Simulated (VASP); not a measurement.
# SnAu under strain, part 2 of 4

Aim: follow the pressure of SnAu through compression, expansion and shear. All runs use r2SCAN. Left out of this account: 1 further run (self-consistent run: a reference on another mesh). The start is a cell from a database of measured crystal structures.

VASP 6.6.1; r2SCAN; plane waves and PAW (Sn_d, Au).

Still holding for the runs below: Spin-orbit coupling is off here; with elements this heavy it splits and shifts levels by tenths of an eV or more.

So far, pressure (GPa): step 2 (bands, cell as listed) 2.91.

### Step 3. Bands, volume times 1.04

The cell is expanded evenly, with fractional positions held.

File INCAR:

```
SYSTEM = SnAu
PREC = Accurate
ENCUT = 400
EDIFF = 1E-06
NELM = 100
ISMEAR = -1
SIGMA = 0.05
LREAL = .FALSE.
ALGO = Normal
METAGGA = R2SCAN
LASPH = .TRUE.
NBANDS = 39
LORBIT = 11
LWAVE = .FALSE.
LCHARG = .FALSE.
KPAR = 4
```

File POSCAR:

```
SnAu
1.0
    4.3798881027      0.0000000000      0.0000000000
   -2.1899440514      3.7930943627      0.0000000000
    0.0000000000      0.0000000000      5.5956793873
Sn Au
2 2
Direct
    0.3333333333      0.6666666667      0.2500000000
    0.6666666667      0.3333333333      0.7500000000
    0.0000000000      0.0000000000      0.0000000000
    0.0000000000      0.0000000000      0.5000000000
```

File KPOINTS:

```
Automatic mesh
0
Gamma
8 8 6
0 0 0
```

File KPOINTS_OPT:

```
Line mode
16
Line-mode
Reciprocal
  0.00000000   0.00000000   0.00000000 GAMMA
  0.50000000   0.00000000   0.00000000 M

  0.50000000   0.00000000   0.00000000 M
  0.33333333   0.33333333   0.00000000 K

  0.33333333   0.33333333   0.00000000 K
  0.00000000   0.00000000   0.00000000 GAMMA

  0.00000000   0.00000000   0.00000000 GAMMA
  0.00000000   0.00000000   0.50000000 A

  0.00000000   0.00000000   0.50000000 A
  0.50000000   0.00000000   0.50000000 L

  0.50000000   0.00000000   0.50000000 L
  0.33333333   0.33333333   0.50000000 H

  0.33333333   0.33333333   0.50000000 H
  0.00000000   0.00000000   0.50000000 A

  0.50000000   0.00000000   0.50000000 L
  0.50000000   0.00000000   0.00000000 M

  0.33333333   0.33333333   0.00000000 K
  0.33333333   0.33333333   0.50000000 H
```

The projector-augmented-wave data sets are Sn_d and Au (PBE family, release 64).

Started as:

```bash
mpirun -np 4 vasp_std
```

What it wrote:

```text
[banner, memory and clock lines left out]
running    4 mpi-ranks, on    1 nodes
 distrk:  each k-point on    1 cores,    4 groups
 distr:  one band on    1 cores,    1 groups

 POSCAR found type information on POSCAR SnAu
 POSCAR found :  2 types and       4 ions
 [... a notice as in an earlier step ...]

 LDA part: xc-table for (None), standard interpolation
 POSCAR, INCAR and KPOINTS ok, starting setup
 FFT: planning ... GRIDC
 FFT: planning ... GRID_SOFT
 FFT: planning ... GRID
 WAVECAR not read
 entering main loop
       N       E                     dE             d eps       ncg     rms          rms(c)
DAV:   1     0.329333550970E+03    0.32933E+03   -0.20180E+04  3501   0.159E+03
DAV:   2    -0.101231370313E+03   -0.43056E+03   -0.40335E+03  3134   0.497E+02
DAV:   3    -0.161808916082E+03   -0.60578E+02   -0.59497E+02  3429   0.141E+02
DAV:   4    -0.164213855716E+03   -0.24049E+01   -0.24021E+01  3663   0.301E+01
DAV:   5    -0.164288291009E+03   -0.74435E-01   -0.74430E-01  4089   0.550E+00    0.113E+01
DAV:   6    -0.151343545369E+03    0.12945E+02   -0.97039E+00  3457   0.236E+01    0.941E+00
DAV:   7    -0.151231348601E+03    0.11220E+00   -0.41886E-01  3675   0.439E+00    0.535E+00
DAV:   8    -0.151244170144E+03   -0.12822E-01   -0.15492E-01  3659   0.234E+00    0.807E-01
DAV:   9    -0.151232655956E+03    0.11514E-01   -0.32327E-02  3506   0.136E+00    0.116E-01
DAV:  10    -0.151233402853E+03   -0.74690E-03   -0.32818E-03  3568   0.256E-01    0.776E-02
DAV:  11    -0.151233534370E+03   -0.13152E-03   -0.20832E-04  3859   0.997E-02    0.330E-02
DAV:  12    -0.151233526990E+03    0.73804E-05   -0.13965E-05  3789   0.233E-02    0.102E-02
DAV:  13    -0.151233523760E+03    0.32298E-05   -0.74973E-06  3214   0.183E-02    0.325E-03
DAV:  14    -0.151233523564E+03    0.19603E-06   -0.41536E-07  2120   0.421E-03
   1 F= -.15123352E+03 E0= -.15123037E+03  d E =-.630335E-02
 Start KPOINTS_OPT (optional k-point list driver)
k-point batch [1-40\144]
       N       E                     dE             ncg
DAV:   1     0.118722595717E+05   -0.27019E+05     3543
DAV:   2    -0.530976735174E+04   -0.17182E+05     3149
DAV:   3    -0.767343897331E+04   -0.23637E+04     3521
DAV:   4    -0.776627161094E+04   -0.92833E+02     3618
DAV:   5    -0.776924730166E+04   -0.29757E+01     4351
DAV:   6    -0.776931829842E+04   -0.70997E-01     4098
DAV:   7    -0.776932066183E+04   -0.23634E-02     4516
DAV:   8    -0.776932068421E+04   -0.22386E-04     3203
DAV:   9    -0.776932068483E+04   -0.62081E-06     2246
[...]
k-point batch [121-144\144]
       N       E                     dE             ncg
DAV:   1     0.246014955384E+05   -0.25006E+05     2101
DAV:   2     0.142091792673E+05   -0.10392E+05     1894
DAV:   3     0.127798373577E+05   -0.14293E+04     2117
DAV:   4     0.127225735325E+05   -0.57264E+02     2159
DAV:   5     0.127207281959E+05   -0.18453E+01     2647
DAV:   6     0.127206866883E+05   -0.41508E-01     2374
DAV:   7     0.127206845957E+05   -0.20926E-02     2752
DAV:   8     0.127206845804E+05   -0.15240E-04     1903
DAV:   9     0.127206845800E+05   -0.43158E-06     1356
```

Run time: 2.6 min. Hardware: 4 MPI ranks of Intel Xeon 6975P-C (Granite Rapids), shared host; peak memory 1.1 GiB.

OUTCAR, selected parts (step 3):

```text
  LATTYP: Found a hexagonal cell.
 ALAT       =     4.3798881027
 C/A-ratio  =     1.2775850104

 Found     40 irreducible k-points:

   dimension x,y,z NGX =    30 NGY =   30 NGZ =   40
   dimension x,y,z NGXF=    60 NGYF=   60 NGZF=   80

   ENCUT  =  400.0 eV  29.40 Ry    5.42 a.u.   7.14  7.14  9.13*2*pi/ulx,y,z

   NELECT =      50.0000    total number of electrons

 E-fermi :   8.0336

 k-point     1 :       0.0000    0.0000    0.0000
  band No.  band energies     occupation
    ...
     19       3.1472      2.00000
     20       3.1472      2.00000
     21       4.0977      2.00000
     22       4.0977      2.00000
     23       7.0221      2.00000
     24       8.9234      0.00000
     25       8.9234      0.00000
     26      11.0555      0.00000
     27      11.2066      0.00000
     28      11.3976      0.00000
    ...

 k-point     2 :       0.1250    0.0000    0.0000
  band No.  band energies     occupation
    ...
     20       3.1777      2.00000
     21       4.0860      2.00000
     22       4.0983      2.00000
     23       6.9834      2.00000
     24       7.2888      2.00000
     25       8.3543      0.00327
     26      10.0577      0.00000
     27      11.7958      0.00000
     28      12.1111      0.00000
     29      12.2621      0.00000
    ...

  Total       -0.5511595     -0.5511595     -0.3113651      0.0000000      0.0000000      0.0000000
  in kB       -9.4990104     -9.4990104     -5.3662520      0.0000000      0.0000000      0.0000000
  external PRESSURE =      -8.1214243 kB  Pullay stress =       0.0000000 kB

  energy-cutoff  :      400.00
  volume of cell :       92.96
      direct lattice vectors                 reciprocal lattice vectors
     4.379888103  0.000000000  0.000000000     0.228316335  0.131818498  0.000000000
    -2.189944051  3.793094363  0.000000000     0.000000000  0.263636995  0.000000000
     0.000000000  0.000000000  5.595679387     0.000000000  0.000000000  0.178709310

 POSITION                                       TOTAL-FORCE (eV/Angst)
 -----------------------------------------------------------------------------------
     -0.00000      2.52873      1.39892        -0.000000      0.000000      0.000000
      2.18994      1.26436      4.19676         0.000000      0.000000      0.000000
      0.00000      0.00000      0.00000         0.000000      0.000000      0.000000
      0.00000      0.00000      2.79784         0.000000      0.000000      0.000000
 -----------------------------------------------------------------------------------
    total drift:                                0.000000     -0.000000      0.000000

  FREE ENERGIE OF THE ION-ELECTRON SYSTEM (eV)
  ---------------------------------------------------
  free  energy   TOTEN  =      -151.2335235637 eV

  energy  without entropy=     -151.2272202115  energy(sigma->0) =     -151.23037189

 total charge
# of ion       s       p       d       tot
------------------------------------------
    1        1.183   1.004   9.996  12.184
    2        1.183   1.004   9.996  12.184
    3        0.642   0.406   8.692   9.741
    4        0.642   0.406   8.692   9.741
--------------------------------------------------
tot          3.651   2.821  37.376  43.849

[... 3 parts as in an earlier step ...]

[... 7 further parts left out ...]
```

This step gave:

- free energy (TOTEN): -151.2335 eV
- energy at zero smearing: -151.2304 eV
- Fermi energy: 8.034 eV
- pressure: -0.8121 GPa

The electronic bands at the labelled points (eV, zero at the Fermi level; # counts the bands kept, so #1 is VASP's band 11):

```
    point    #12    #13    #14    #15    #16   #17   #18   #19
        Γ  -3.94  -1.01   0.89   0.89   3.02  3.17  3.36  3.36
        M  -3.93  -2.07  -1.87  -1.82  -1.24  0.72  3.89  4.90
        K  -3.97  -3.97  -1.25  -0.18  -0.18  1.06  1.06  1.50
        Γ  -3.94  -1.01   0.89   0.89   3.02  3.17  3.36  3.36
        A  -4.98   0.11   0.11   2.59   2.59  2.59  2.59  4.76
        L  -4.60  -4.00  -4.00   0.58   0.58  1.71  1.71  4.95
        H  -4.84  -3.39  -3.39  -2.30  -2.30  5.10  5.10  6.09
        A  -4.98   0.11   0.11   2.59   2.59  2.59  2.59  4.76
jump to L  -4.60  -4.00  -4.00   0.58   0.58  1.71  1.71  4.95
        M  -3.93  -2.07  -1.87  -1.82  -1.24  0.72  3.89  4.90
jump to K  -3.97  -3.97  -1.25  -0.18  -0.18  1.06  1.06  1.50
        H  -4.84  -3.39  -3.39  -2.30  -2.30  5.10  5.10  6.09
```

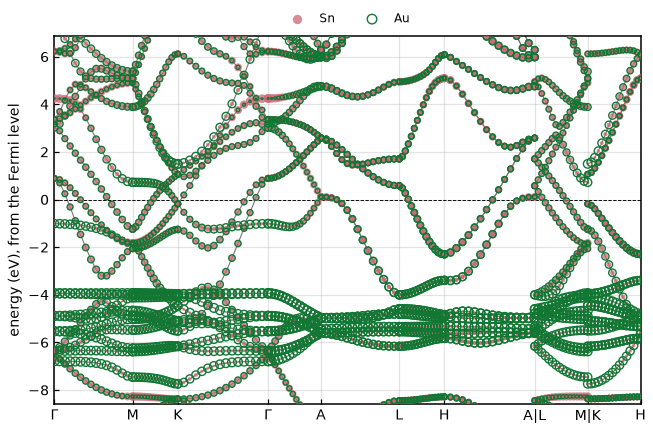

Electronic bands along the path; dots are coloured as in the legend, and their area grows with the weight.

 The pressure is -0.81 GPa.

Between step 2 and this run (cell volume +4.0 %) the value for the pressure moves from 2.91 GPa to -0.812 GPa.

### Step 4. Bands, volume times 1.08

The cell is expanded evenly, with fractional positions held.

INCAR is that of step 3.

File POSCAR:

```
SnAu
1.0
    4.4353356105      0.0000000000      0.0000000000
   -2.2176678052      3.8411133130      0.0000000000
    0.0000000000      0.0000000000      5.6665182921
Sn Au
2 2
Direct
    0.3333333333      0.6666666667      0.2500000000
    0.6666666667      0.3333333333      0.7500000000
    0.0000000000      0.0000000000      0.0000000000
    0.0000000000      0.0000000000      0.5000000000
```

KPOINTS is that of step 3.

KPOINTS_OPT is that of step 3.

Started as:

```bash
mpirun -np 4 vasp_std
```

What it wrote:

```text
[... set-up lines as in an earlier step ...]
 entering main loop
       N       E                     dE             d eps       ncg     rms          rms(c)
DAV:   1     0.324066219142E+03    0.32407E+03   -0.20141E+04  3516   0.157E+03
DAV:   2    -0.101564697294E+03   -0.42563E+03   -0.39868E+03  3148   0.486E+02
DAV:   3    -0.161825728260E+03   -0.60261E+02   -0.59118E+02  3435   0.140E+02
DAV:   4    -0.164199451193E+03   -0.23737E+01   -0.23706E+01  3618   0.299E+01
DAV:   5    -0.164272878580E+03   -0.73427E-01   -0.73422E-01  4147   0.547E+00    0.104E+01
DAV:   6    -0.151305051269E+03    0.12968E+02   -0.98084E+00  3485   0.236E+01    0.906E+00
DAV:   7    -0.151181350888E+03    0.12370E+00   -0.41542E-01  3590   0.432E+00    0.515E+00
DAV:   8    -0.151195647861E+03   -0.14297E-01   -0.17489E-01  3664   0.244E+00    0.831E-01
DAV:   9    -0.151183418814E+03    0.12229E-01   -0.34967E-02  3513   0.139E+00    0.116E-01
DAV:  10    -0.151184193919E+03   -0.77511E-03   -0.33794E-03  3572   0.257E-01    0.753E-02
DAV:  11    -0.151184349955E+03   -0.15604E-03   -0.21787E-04  3773   0.974E-02    0.316E-02
DAV:  12    -0.151184345469E+03    0.44868E-05   -0.16856E-05  3727   0.266E-02    0.105E-02
DAV:  13    -0.151184342279E+03    0.31895E-05   -0.82864E-06  3230   0.192E-02    0.386E-03
DAV:  14    -0.151184342007E+03    0.27172E-06   -0.43147E-07  2099   0.440E-03
   1 F= -.15118434E+03 E0= -.15118036E+03  d E =-.796253E-02
 Start KPOINTS_OPT (optional k-point list driver)
k-point batch [1-40\144]
       N       E                     dE             ncg
DAV:   1     0.112508704469E+05   -0.27497E+05     3550
DAV:   2    -0.601990521785E+04   -0.17271E+05     3157
DAV:   3    -0.844464099779E+04   -0.24247E+04     3464
DAV:   4    -0.854158569361E+04   -0.96945E+02     3646
DAV:   5    -0.854466875978E+04   -0.30831E+01     4252
DAV:   6    -0.854474870748E+04   -0.79948E-01     4172
DAV:   7    -0.854475079121E+04   -0.20837E-02     4515
DAV:   8    -0.854475081559E+04   -0.24376E-04     3397
DAV:   9    -0.854475081613E+04   -0.54264E-06     2176
[...]
k-point batch [121-144\144]
       N       E                     dE             ncg
DAV:   1     0.227122367902E+05   -0.25083E+05     2103
DAV:   2     0.124491983137E+05   -0.10263E+05     1872
DAV:   3     0.110503608967E+05   -0.13988E+04     2117
DAV:   4     0.109955922765E+05   -0.54769E+02     2173
DAV:   5     0.109938519275E+05   -0.17403E+01     2609
DAV:   6     0.109938085348E+05   -0.43393E-01     2442
DAV:   7     0.109938068173E+05   -0.17175E-02     2717
DAV:   8     0.109938067989E+05   -0.18393E-04     2010
DAV:   9     0.109938067985E+05   -0.37164E-06     1364
```

It took 2.5 min on 4 MPI ranks; peak memory 1.1 GiB; 9.8 min of CPU time.

Parts of OUTCAR (step 4):

```text
  LATTYP: Found a hexagonal cell.
 ALAT       =     4.4353356105
 C/A-ratio  =     1.2775850104

 Found     40 irreducible k-points:

   ENCUT  =  400.0 eV  29.40 Ry    5.42 a.u.   7.23  7.23  9.24*2*pi/ulx,y,z

   NELECT =      50.0000    total number of electrons

 E-fermi :   7.4690

 k-point     1 :       0.0000    0.0000    0.0000
  band No.  band energies     occupation
    ...
     19       2.8063      2.00000
     20       2.8063      2.00000
     21       3.7017      2.00000
     22       3.7017      2.00000
     23       6.4876      2.00000
     24       8.4380      0.00000
     25       8.4380      0.00000
     26      10.2523      0.00000
     27      10.6719      0.00000
     28      10.7652      0.00000
    ...

 k-point     2 :       0.1250    0.0000    0.0000
  band No.  band energies     occupation
    ...
     20       2.8350      2.00000
     21       3.6909      2.00000
     22       3.7023      2.00000
     23       6.4559      2.00000
     24       6.7973      2.00000
     25       7.8861      0.00048
     26       9.4680      0.00000
     27      11.1554      0.00000
     28      11.4833      0.00000
     29      11.5470      0.00000
    ...

  Total       -2.2064062     -2.2064062     -2.2211432     -0.0000000     -0.0000000     -0.0000000
  in kB      -36.6181288    -36.6181288    -36.8627087     -0.0000000     -0.0000000     -0.0000000
  external PRESSURE =     -36.6996554 kB  Pullay stress =       0.0000000 kB

  energy-cutoff  :      400.00
  volume of cell :       96.54
      direct lattice vectors                 reciprocal lattice vectors
     4.435335611  0.000000000  0.000000000     0.225462082  0.130170594  0.000000000
    -2.217667805  3.841113313  0.000000000     0.000000000  0.260341187  0.000000000
     0.000000000  0.000000000  5.666518292     0.000000000  0.000000000  0.176475209

 POSITION                                       TOTAL-FORCE (eV/Angst)
 -----------------------------------------------------------------------------------
     -0.00000      2.56074      1.41663        -0.000000      0.000000      0.000000
      2.21767      1.28037      4.24989         0.000000     -0.000000      0.000000
      0.00000      0.00000      0.00000         0.000000      0.000000      0.000000
      0.00000      0.00000      2.83326         0.000000      0.000000      0.000000
 -----------------------------------------------------------------------------------
    total drift:                               -0.000000      0.000000      0.000000

  FREE ENERGIE OF THE ION-ELECTRON SYSTEM (eV)
  ---------------------------------------------------
  free  energy   TOTEN  =      -151.1843420073 eV

  energy  without entropy=     -151.1763794823  energy(sigma->0) =     -151.18036074

 total charge
# of ion       s       p       d       tot
------------------------------------------
    1        1.193   0.967   9.987  12.147
    2        1.193   0.967   9.987  12.147
    3        0.635   0.375   8.692   9.701
    4        0.635   0.375   8.692   9.701
--------------------------------------------------
tot          3.655   2.683  37.358  43.696

[... 4 parts as in an earlier step ...]

[... 7 further parts left out ...]
```

Numbers from this step:

| Property | Result |
| --- | --- |
| free energy (TOTEN) | -151.1843 eV |
| energy at zero smearing | -151.1804 eV |
| Fermi energy | 7.469 eV |
| pressure | -3.670 GPa |

Electronic bands along the path, in eV, zero at the Fermi level; # counts the bands kept, so #1 is VASP's band 11:

```
    point    #12    #13    #14    #15    #16   #17   #18   #19
        Γ  -3.77  -0.98   0.97   0.97   2.78  3.20  3.30  3.30
        M  -3.76  -1.87  -1.68  -1.62  -1.31  0.71  3.89  4.76
        K  -3.80  -3.80  -1.08  -0.06  -0.06  1.04  1.04  1.45
        Γ  -3.77  -0.98   0.97   0.97   2.78  3.20  3.30  3.30
        A  -4.74   0.05   0.05   2.56   2.56  2.56  2.56  4.62
        L  -4.39  -3.83  -3.83   0.66   0.66  1.66  1.66  4.86
        H  -4.61  -3.29  -3.29  -2.13  -2.13  4.96  4.96  5.95
        A  -4.74   0.05   0.05   2.56   2.56  2.56  2.56  4.62
jump to L  -4.39  -3.83  -3.83   0.66   0.66  1.66  1.66  4.86
        M  -3.76  -1.87  -1.68  -1.62  -1.31  0.71  3.89  4.76
jump to K  -3.80  -3.80  -1.08  -0.06  -0.06  1.04  1.04  1.45
        H  -4.61  -3.29  -3.29  -2.13  -2.13  4.96  4.96  5.95
```

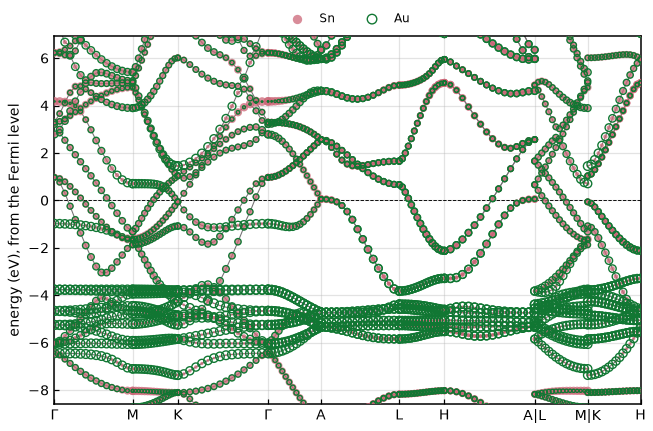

Electronic bands along the path; dots are coloured as in the legend, and their area grows with the weight.

 The pressure is -3.67 GPa.

For the pressure, step 2 gave 2.91 GPa; this run, with cell volume +8.0 %, gives -3.67 GPa.

(Part 2 of 4 ends here.)

[Lines on the potential files, build, host, timing and source positions are cut from VASP's logs without a mark.]

[Logs are printed without paths, hosts, clocks, repeated set-up lines and the standing remarks that a program may print on its own settings, such as how far it seeks lower states.]

[Hosts, paths, dates, database ids (printed as entryN), source tags and the programs' standing remarks are cut or masked in the printed files.]

[A measured line is paired with the nearest computed mode of its activity, which favours agreement.]
